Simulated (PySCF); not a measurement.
# I4La (La(I)4-): the cost of one run

The runs use PySCF 2.14.0; several levels, as the steps say, no spin–orbit coupling.

1 further run of the same task is left out (for a known fault of the program). Runs told in other sessions of the task aren't counted.

### Step 1. Starting geometry

5 atoms, charge -1, spin multiplicity 1.

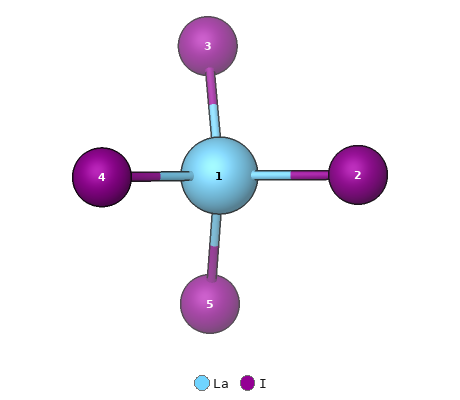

The structure; lanthanum blue, iodine purple; atoms are numbered from 1 in the order of the file.

Geometry (Å):

```xyz
5
charge -1, multiplicity 1
La    0.00000    0.00000    0.00000
I     1.76110    1.76110    1.76110
I    -1.76110   -1.76110    1.76110
I     1.76110   -1.76110   -1.76110
I    -1.76110    1.76110   -1.76110
```

Formal oxidation states: La +3. An earlier session relaxed this geometry at PBE0, La def2-SVP with ECP46, I def2-SVP with ECP28 (singlet, point group Td).

At PBE0 on the finer grid: E = -1222.880493 Eh, HOMO -4.02 eV, LUMO 1.83 eV, Mulliken charge on La1 +0.86 e, largest force component 0.010 eV/Å. 

Levels to run: M06-L; TPSS; PBE0, TZVP. Hardware: 4 threads of Intel Xeon 6975P-C (Granite Rapids), shared host.

### Step 2. M06-L

File run.py (the lines that set the calculation):

```python
mol = gto.M(atom='''
La     0.00000     0.00000     0.00000
I      1.76110     1.76110     1.76110
I     -1.76110    -1.76110     1.76110
I      1.76110    -1.76110    -1.76110
I     -1.76110     1.76110    -1.76110''',
    basis={'La': 'def2-SVP', 'I': 'def2-SVP'},
    ecp={'La': 'def2-SVP', 'I': 'def2-SVP'},
    charge=-1, spin=0)
mf = dft.RKS(mol, xc='M06L')
mf.grids.atom_grid = (75, 302)  # f atoms: unpruned, at least (60, 302)
mf = mf.density_fit()  # fitting sets: La def2-universal-JKFIT, I def2-universal-JKFIT
mf.conv_tol = 1e-08; mf.max_cycle = 55
mf.kernel(dm0)  # dm0: the density of the relaxed state
```

Started as:

```
> OMP_NUM_THREADS=4 python run.py
```

**Question.** How long does this run take on 4 threads of Intel Xeon 6975P-C (Granite Rapids), shared host?

About 7.3 s.
